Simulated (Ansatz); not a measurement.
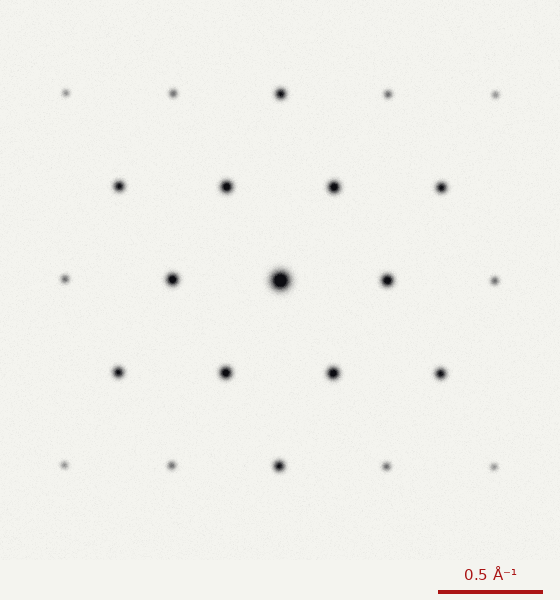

Kinematic zone-axis pattern, calculated for 300 keV electrons with B = 0.5 Å².

**What net do the spots form, and what spacings does it show?**

The spots form a hexagonal net with both shortest vectors at d = 1.93 Å, 60.0° apart.

**What is the point symmetry of the pattern, intensities included?**

6mm. A zero-layer kinematic pattern is always centrosymmetric (Friedel's law). Such a pattern arises along the three- or sixfold axis of a trigonal, hexagonal or cubic crystal.

**What was simulated?**

This cannot be fixed from one zone alone; the pattern is [001] of Be, space group P6_3/mmc (No. 194), a = 2.230 Å, c = 3.508 Å (hexagonal axes). The net vectors are 1 -1 0 and 1 0 0. Structure: the input geometry of an electronic-structure calculation (not necessarily at equilibrium).
